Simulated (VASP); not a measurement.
Band structure of Cs (bcc). Level of theory: revTPSS meta-GGA, VASP's PBE PAW potentials (set 64) (plane waves; VASP 6.6.1).

Unless said otherwise, spin-orbit coupling is left out, though it shifts the bands of the heavy elements here.

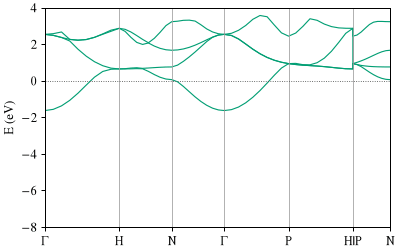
Bands along high-symmetry lines, zero at the valence-band maximum or, without a gap, the Fermi level

Problem. Read the plot: is there a gap, and where are the band edges?

Solution. It has no gap at this level: it comes out as a metal or semimetal.

The compound is Cs in the bcc structure. It was relaxed first.
